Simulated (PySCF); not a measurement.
**One shape, several levels: C4H7F (SMILES FC1CCC1)**

We compute a comparison of 4 runs (HF/3-21G, B3LYP/6-31G*, PBE0/def2-SVPD, MP2/6-31+G*) of C4H7F. Input form: a Python script.

The calculation is run with PySCF 2.14.0.

### Step 1. Starting point

C4H7F: 12 atoms, total charge 0, spin state singlet. SMILES: `FC1CCC1`. The coordinates come from a PBE0-D4/def2-TZVP relaxation.

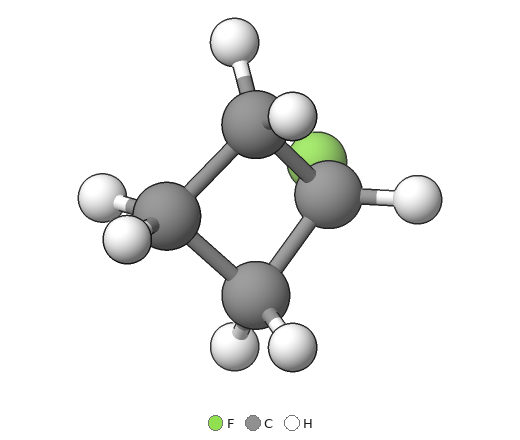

Viewed from a chosen angle; fluorine green, carbon grey, hydrogen white.

### Step 2. Energy and gradient at HF/3-21G (run 1)

Input file input.py:

```python
import pyscf.grad
from pyscf import gto, scf

mol = gto.Mole()
mol.atom = '''
F     -1.873700     0.343500     0.782400
C     -0.950600    -0.466900     0.139800
C      0.387400    -0.468400     0.884600
C      0.894100     0.622400    -0.083400
C     -0.283600     0.277500    -1.020200
H     -1.445900    -1.420100    -0.058900
H      0.331800    -0.231400     1.947400
H      0.913000    -1.417000     0.757400
H      1.900500     0.502800    -0.484800
H      0.803400     1.622900     0.340400
H     -0.863300     1.097200    -1.445500
H      0.005100    -0.407800    -1.819800
'''
mol.verbose = 3
mol.basis = '3-21g'
mol.max_memory = 1860
mol.build()

mf = scf.RHF(mol)
mf.conv_tol = 1e-10
mf.kernel()
if not mf.converged:
    mf = mf.newton().run(mf.mo_coeff, mf.mo_occ)

energy = mf.e_tot
print('E(%s) = %.9f' % ('HF', energy))
grad = mf.Gradients().kernel()
mf.analyze()
```

The run is started by

```console
$ OMP_NUM_THREADS=1 python input.py
```

Log:

```text
converged SCF energy = -253.549105125921
E(HF) = -253.549105126
--------------- RHF gradients ---------------
         x                y                z
0 F     0.0095488089    -0.0120784599    -0.0080852597
1 C     0.0126562149     0.0240319008     0.0048844666
2 C    -0.0079184144     0.0160631118    -0.0217249141
3 C    -0.0230196355    -0.0183794001     0.0009028914
4 C     0.0090727164    -0.0028583671     0.0265806611
5 H    -0.0081103838    -0.0077279353    -0.0001561579
6 H     0.0003984555    -0.0001479768     0.0082026010
7 H     0.0030032245    -0.0070075486     0.0009488547
8 H     0.0070230678     0.0005219978    -0.0022745064
9 H     0.0012036941     0.0066760100     0.0021990181
10 H    -0.0042326522     0.0050053187    -0.0049639795
11 H     0.0003749037    -0.0040986512    -0.0065136754
----------------------------------------------
**** MO energy ****
MO #1   energy= -26.120046337097   occ= 2
MO #2   energy= -11.2505237483941  occ= 2
MO #3   energy= -11.172476066841   occ= 2
MO #4   energy= -11.1712849035887  occ= 2
MO #5   energy= -11.171152566356   occ= 2
MO #6   energy= -1.55842932733321  occ= 2
MO #7   energy= -1.14890250252911  occ= 2
MO #8   energy= -0.920712377483673 occ= 2
MO #9   energy= -0.904352476588716 occ= 2
MO #10  energy= -0.76164859562904  occ= 2
MO #11  energy= -0.709402723458374 occ= 2
MO #12  energy= -0.667975672521401 occ= 2
MO #13  energy= -0.642448925006057 occ= 2
MO #14  energy= -0.603604202920048 occ= 2
MO #15  energy= -0.576789724894066 occ= 2
MO #16  energy= -0.547238431333955 occ= 2
MO #17  energy= -0.485872177061736 occ= 2
MO #18  energy= -0.481500538916461 occ= 2
MO #19  energy= -0.445152401886558 occ= 2
MO #20  energy= -0.443324192639551 occ= 2
MO #21  energy= 0.242111362974459  occ= 0
MO #22  energy= 0.271012259579353  occ= 0
MO #23  energy= 0.311159035126493  occ= 0
MO #24  energy= 0.318615888183614  occ= 0
MO #25  energy= 0.348981032754232  occ= 0
MO #26  energy= 0.354031095502104  occ= 0
MO #27  energy= 0.363979971578157  occ= 0
MO #28  energy= 0.377287343162654  occ= 0
MO #29  energy= 0.394135411434599  occ= 0
MO #30  energy= 0.44973552408628   occ= 0
MO #31  energy= 0.460606652269078  occ= 0
MO #32  energy= 0.567148079372344  occ= 0
MO #33  energy= 0.901610530685785  occ= 0
MO #34  energy= 0.966306480007255  occ= 0
MO #35  energy= 0.979416654986611  occ= 0
MO #36  energy= 0.98625406954366   occ= 0
MO #37  energy= 0.99264300609883   occ= 0
MO #38  energy= 1.01639848766059   occ= 0
MO #39  energy= 1.04117403682639   occ= 0
MO #40  energy= 1.06469136453601   occ= 0
MO #41  energy= 1.17356677327861   occ= 0
MO #42  energy= 1.21748814907812   occ= 0
MO #43  energy= 1.23066401882896   occ= 0
MO #44  energy= 1.29173731153899   occ= 0
MO #45  energy= 1.30193347996483   occ= 0
MO #46  energy= 1.32502881517273   occ= 0
MO #47  energy= 1.33740594275925   occ= 0
MO #48  energy= 1.36430076239448   occ= 0
MO #49  energy= 1.38389986025766   occ= 0
MO #50  energy= 1.40027843047918   occ= 0
MO #51  energy= 1.68685133507506   occ= 0
MO #52  energy= 1.85790840221237   occ= 0
MO #53  energy= 2.18565581080459   occ= 0
MO #54  energy= 2.24208923294184   occ= 0
MO #55  energy= 2.39435590699917   occ= 0
MO #56  energy= 2.48599226257949   occ= 0
MO #57  energy= 2.52987752297183   occ= 0
MO #58  energy= 2.70929288258167   occ= 0
MO #59  energy= 4.16587235913513   occ= 0
 ** Mulliken atomic charges  **
charge of    0F =     -0.33793
charge of    1C =      0.22370
charge of    2C =     -0.18738
charge of    3C =     -0.17040
charge of    4C =     -0.18737
charge of    5H =      0.08514
charge of    6H =      0.10107
charge of    7H =      0.09352
charge of    8H =      0.08782
charge of    9H =      0.09726
charge of   10H =      0.10107
charge of   11H =      0.09352
Dipole moment(X, Y, Z, Debye):  1.55613, -1.02445, -0.94955
```

Wall time 5.7 s (1 thread of Intel Xeon at 2.50GHz (Skylake/Cascade Lake), shared host); peak memory 0.13 GiB.

### Step 3. Energy and forces at B3LYP/6-31G(d) (Cartesian functions) (run 2)

Input file mol.xyz:

```xyz
12
C4H7F
F     -1.873700     0.343500     0.782400
C     -0.950600    -0.466900     0.139800
C      0.387400    -0.468400     0.884600
C      0.894100     0.622400    -0.083400
C     -0.283600     0.277500    -1.020200
H     -1.445900    -1.420100    -0.058900
H      0.331800    -0.231400     1.947400
H      0.913000    -1.417000     0.757400
H      1.900500     0.502800    -0.484800
H      0.803400     1.622900     0.340400
H     -0.863300     1.097200    -1.445500
H      0.005100    -0.407800    -1.819800
```

Input file input.py:

```python
import pyscf.grad
from pyscf import gto, dft

mol = gto.Mole()
mol.atom = 'mol.xyz'
mol.max_memory = 1860
mol.basis = '6-31g*'
mol.cart = True
mol.verbose = 4
mol.build()

mf = dft.RKS(mol)
mf.xc = 'b3lyp'
mf.grids.level = 5
mf.conv_tol = 1e-10
mf.kernel()
if not mf.converged:
    mf = mf.newton().run(mf.mo_coeff, mf.mo_occ)

etot = mf.e_tot
print('E(%s) = %.9f' % ('B3LYP', etot))
grad = mf.Gradients().kernel()
dip = mf.dip_moment()
pop, q = mf.mulliken_pop()
```

The run is started by

```console
$ OMP_NUM_THREADS=1 python input.py
```

Log:

```text
PySCF version 2.14.0

[... 81 lines left out ...]
converged SCF energy = -256.444522235924
[... 13 lines left out ...]
Dipole moment(X, Y, Z, Debye):  1.24536, -0.74549, -0.73079
[... 63 lines left out ...]
pop of  4  C 3s           0.60318
pop of  4  C 2px          0.69408
pop of  4  C 2py          0.71021
pop of  4  C 2pz          0.71285
pop of  4  C 3px          0.29453
pop of  4  C 3py          0.32775
pop of  4  C 3pz          0.25301
pop of  4  C 3dxx        -0.00660
pop of  4  C 3dxy         0.00837
pop of  4  C 3dxz         0.01008
pop of  4  C 3dyy         0.00080
pop of  4  C 3dyz         0.01207
pop of  4  C 3dzz         0.00379
pop of  5  H 1s           0.54340
pop of  5  H 2s           0.33696
pop of  6  H 1s           0.52832
pop of  6  H 2s           0.31662
pop of  7  H 1s           0.52997
pop of  7  H 2s           0.32935
pop of  8  H 1s           0.53230
pop of  8  H 2s           0.32698
pop of  9  H 1s           0.53074
pop of  9  H 2s           0.31618
pop of  10  H 1s          0.52831
pop of  10  H 2s          0.31663
pop of  11  H 1s          0.52995
pop of  11  H 2s          0.32937
 ** Mulliken atomic charges  **
charge of    0F =     -0.32908
charge of    1C =      0.20896
charge of    2C =     -0.30034
charge of    3C =     -0.28411
charge of    4C =     -0.30033
charge of    5H =      0.11964
charge of    6H =      0.15506
charge of    7H =      0.14068
charge of    8H =      0.14072
charge of    9H =      0.15308
charge of   10H =      0.15506
charge of   11H =      0.14068
```

It took 74 s on 1 thread of Intel Xeon at 2.50GHz (Skylake/Cascade Lake), shared host; peak memory 0.91 GiB.

### Step 4. Energy and forces at PBE0/def2-SVPD (run 3)

Input file input.py:

```python
from pyscf import gto, dft

mol = gto.M(
    atom='''
F   -1.873700   0.343500   0.782400
C   -0.950600  -0.466900   0.139800
C    0.387400  -0.468400   0.884600
C    0.894100   0.622400  -0.083400
C   -0.283600   0.277500  -1.020200
H   -1.445900  -1.420100  -0.058900
H    0.331800  -0.231400   1.947400
H    0.913000  -1.417000   0.757400
H    1.900500   0.502800  -0.484800
H    0.803400   1.622900   0.340400
H   -0.863300   1.097200  -1.445500
H    0.005100  -0.407800  -1.819800
''',
    verbose=4,
    basis='def2-svpd',
    spin=0,
    max_memory=1860,
)

mf = dft.RKS(mol, xc='pbe0')
mf.grids.level = 5
mf.conv_tol = 1e-10
mf.kernel()
if not mf.converged:
    mf = mf.newton().run(mf.mo_coeff, mf.mo_occ)

etot = mf.e_tot
print(f'total energy: {etot:.8f} hartree')
grad = mf.nuc_grad_method().kernel()
mf.analyze()
```

The run is started by

```console
$ OMP_NUM_THREADS=1 python input.py
```

Log:

```text
PySCF version 2.14.0

[... 80 lines left out ...]
total energy: -255.99386739 hartree
[... 29 lines left out ...]
MO #9   energy= -0.678745049663352 occ= 2
[... 14 lines left out ...]
MO #24  energy= 0.0724129382246561 occ= 0
[... 14 lines left out ...]
MO #39  energy= 0.257473308866841  occ= 0
[... 14 lines left out ...]
MO #54  energy= 0.391238656467052  occ= 0
[... 14 lines left out ...]
MO #69  energy= 0.51569809213216   occ= 0
[... 14 lines left out ...]
MO #84  energy= 0.800317363884823  occ= 0
[... 14 lines left out ...]
MO #99  energy= 1.08291880309904   occ= 0
[... 14 lines left out ...]
MO #114 energy= 1.69546098938331   occ= 0
[... 14 lines left out ...]
MO #129 energy= 2.12472800423519   occ= 0
[... 14 lines left out ...]
MO #144 energy= 2.71550682255244   occ= 0
[... 14 lines left out ...]
MO #159 energy= 3.96395392783978   occ= 0
[... 135 lines left out ...]
pop of  8 H 3py           0.00061
pop of  8 H 3pz           0.00036
pop of  9 H 1s            0.88507
pop of  9 H 2s            0.00609
pop of  9 H 2px           0.00046
pop of  9 H 2py           0.00112
pop of  9 H 2pz           0.00024
pop of  9 H 3px           0.00081
pop of  9 H 3py           0.00019
pop of  9 H 3pz           0.00042
pop of  10 H 1s           0.88117
pop of  10 H 2s           0.00607
pop of  10 H 2px          0.00044
pop of  10 H 2py          0.00070
pop of  10 H 2pz          0.00060
pop of  10 H 3px          0.00047
pop of  10 H 3py          0.00031
pop of  10 H 3pz          0.00077
pop of  11 H 1s           0.88533
pop of  11 H 2s           0.00583
pop of  11 H 2px          0.00024
pop of  11 H 2py          0.00042
pop of  11 H 2pz          0.00122
pop of  11 H 3px          0.00058
pop of  11 H 3py          0.00047
pop of  11 H 3pz          0.00039
 ** Mulliken atomic charges  **
charge of    0F =     -0.33273
charge of    1C =      0.21136
charge of    2C =     -0.20512
charge of    3C =     -0.19138
charge of    4C =     -0.20511
charge of    5H =      0.09017
charge of    6H =      0.10946
charge of    7H =      0.10552
charge of    8H =      0.09723
charge of    9H =      0.10560
charge of   10H =      0.10946
charge of   11H =      0.10553
Dipole moment(X, Y, Z, Debye):  1.47120, -0.89464, -0.86875
```

Run time: 3.1 min. Hardware: 1 thread of Intel Xeon at 2.50GHz (Skylake/Cascade Lake), shared host; peak memory 2 GiB.

### Step 5. Energy and forces at MP2/6-31+G(d) (spherical functions) (run 4)

Input file start.xyz:

```xyz
12
C4H7F
F     -1.873700     0.343500     0.782400
C     -0.950600    -0.466900     0.139800
C      0.387400    -0.468400     0.884600
C      0.894100     0.622400    -0.083400
C     -0.283600     0.277500    -1.020200
H     -1.445900    -1.420100    -0.058900
H      0.331800    -0.231400     1.947400
H      0.913000    -1.417000     0.757400
H      1.900500     0.502800    -0.484800
H      0.803400     1.622900     0.340400
H     -0.863300     1.097200    -1.445500
H      0.005100    -0.407800    -1.819800
```

Input file run.py:

```python
import pyscf.grad
from pyscf import gto, scf, mp

mol = gto.M(
    atom='start.xyz',
    charge=0,
    verbose=4,
    basis='6-31+g*',
    max_memory=1860,
)

mf = scf.RHF(mol)
mf.conv_tol = 1e-10
mf.kernel()
if not mf.converged:
    mf = mf.newton().run(mf.mo_coeff, mf.mo_occ)

pt = mp.MP2(mf, frozen=5).run()
energy = pt.e_tot
print('Final energy', energy)
grad = pt.Gradients().kernel()
mf.analyze()
```

The run is started by

```console
$ OMP_NUM_THREADS=1 python run.py
```

Log:

```text
PySCF version 2.14.0

[... 75 lines left out ...]
Final energy -255.6483777383634
[... 20 lines left out ...]
MO #4   energy= -11.2266219715607  occ= 2
[... 9 lines left out ...]
MO #14  energy= -0.615204949602717 occ= 2
[... 9 lines left out ...]
MO #24  energy= 0.105770151014585  occ= 0
[... 9 lines left out ...]
MO #34  energy= 0.222421653370354  occ= 0
[... 9 lines left out ...]
MO #44  energy= 0.441071999284741  occ= 0
[... 9 lines left out ...]
MO #54  energy= 0.839161948169433  occ= 0
[... 9 lines left out ...]
MO #64  energy= 1.15129217084871   occ= 0
[... 9 lines left out ...]
MO #74  energy= 1.58973233713771   occ= 0
[... 9 lines left out ...]
MO #84  energy= 2.16391602591143   occ= 0
[... 9 lines left out ...]
MO #94  energy= 2.55573592103316   occ= 0
[... 9 lines left out ...]
MO #104 energy= 3.57122845843635   occ= 0
[... 80 lines left out ...]
pop of  4 C 2pz           1.02522
pop of  4 C 3px           0.00289
pop of  4 C 3py           0.00272
pop of  4 C 3pz           0.00409
pop of  4 C 4px           0.00038
pop of  4 C 4py           0.00044
pop of  4 C 4pz           0.00066
pop of  4 C 3dxy          0.00235
pop of  4 C 3dyz          0.00304
pop of  4 C 3dz^2         0.00084
pop of  4 C 3dxz          0.00234
pop of  4 C 3dx2-y2       0.00097
pop of  5 H 1s            0.90802
pop of  5 H 2s            0.00920
pop of  6 H 1s            0.89608
pop of  6 H 2s            0.00782
pop of  7 H 1s            0.90481
pop of  7 H 2s            0.00721
pop of  8 H 1s            0.91044
pop of  8 H 2s            0.00727
pop of  9 H 1s            0.90162
pop of  9 H 2s            0.00749
pop of  10 H 1s           0.89608
pop of  10 H 2s           0.00782
pop of  11 H 1s           0.90481
pop of  11 H 2s           0.00720
 ** Mulliken atomic charges  **
charge of    0F =     -0.38807
charge of    1C =      0.26923
charge of    2C =     -0.17326
charge of    3C =     -0.15877
charge of    4C =     -0.17325
charge of    5H =      0.08278
charge of    6H =      0.09611
charge of    7H =      0.08798
charge of    8H =      0.08229
charge of    9H =      0.09089
charge of   10H =      0.09610
charge of   11H =      0.08798
Dipole moment(X, Y, Z, Debye):  1.63370, -1.04784, -0.98599
```

It took 73 s on 1 thread of Intel Xeon at 2.50GHz (Skylake/Cascade Lake), shared host; peak memory 0.81 GiB.

### Step 6. Overview of the runs

```
run                               level  Cartesian functions  integration grid  energy (Eh)  dipole moment (D) of the reference  HOMO energy (eV)  LUMO energy (eV)  wall time
  1                            HF/3-21G                   no                 –  -253.549105                                2.09            -12.06              6.59      5.7 s
  2  B3LYP/6-31G* (Cartesian functions)                  yes                 5  -256.444522                                1.63             -8.04              2.22       74 s
  3                      PBE0/def2-SVPD                   no                 5  -255.993867                                1.93             -8.70              0.80    3.1 min
  4   MP2/6-31+G* (spherical functions)                   no                 –  -255.648378                                2.18            -12.19              2.23       73 s
```

### Step 7. What came out

| quantity | value |
| --- | --- |
| run 4: total energy | -255.64838 Eh |
| run 4: dipole moment (Hartree–Fock density) | 2.18 D |
| run 4: HOMO energy (Hartree–Fock orbitals) | -12.19 eV |
| run 4: LUMO energy (Hartree–Fock orbitals) | 2.23 eV |
| run 4: HOMO–LUMO gap (Hartree–Fock orbitals) | 14.41 eV |
| run 4: correlation energy (5 core orbitals frozen) | -691.1 mEh |
| run 4: largest force on an atom | 0.973 eV/Å |

What this shows: Over runs 1, 2, 3 the dipole moment (its size) runs from 1.63 D (B3LYP/6-31G*) to 2.09 D (HF/3-21G). The two ends differ in method and basis. Over runs 1, 2, 3 the HOMO–LUMO gap runs from 9.49 eV (PBE0/def2-SVPD) to 18.65 eV (HF/3-21G). Totals of different functionals can't be ranked against each other. All runs together took 5.6 min, the longest 3.1 min.
